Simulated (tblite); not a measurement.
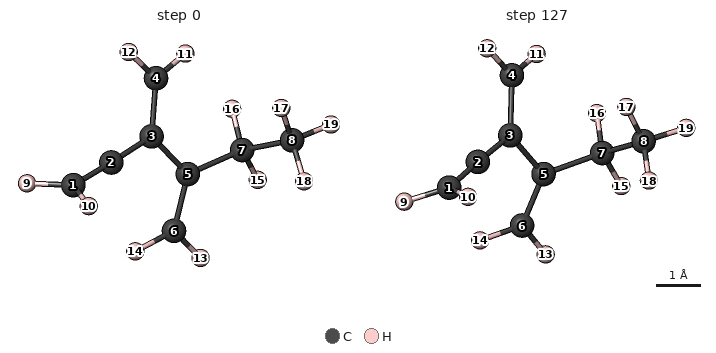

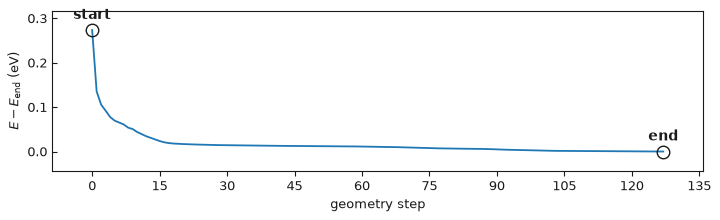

First and last geometry of a relaxation of C$_{8}$H$_{11}$ (multiplicity 2), with the history of the run. The picture is a ball-and-stick view, seen at a tilt.

Method: GFN2-xTB geometry optimisation, gas phase (tblite 0.8.0). 

What do the curves and the structures tell?

Answer. It converged. H9 moves most after the best rigid fit: 0.63 Å. Largest moves by element: H 0.63 Å, C 0.42 Å. Some distances before and after: C2–C3 1.427 → 1.355 Å, C3–C4 1.337 → 1.381 Å, C5–C6 1.355 → 1.327 Å, C7–H16 1.112 → 1.093 Å. Bond angles that change, for instance: H9–C1–H10 119.8° → 114.8°, C2–C3–C4 117.0° → 121.3°, C6–C5–C7 117.8° → 122.0°. The energy falls by 0.274 eV in 127 geometry steps.
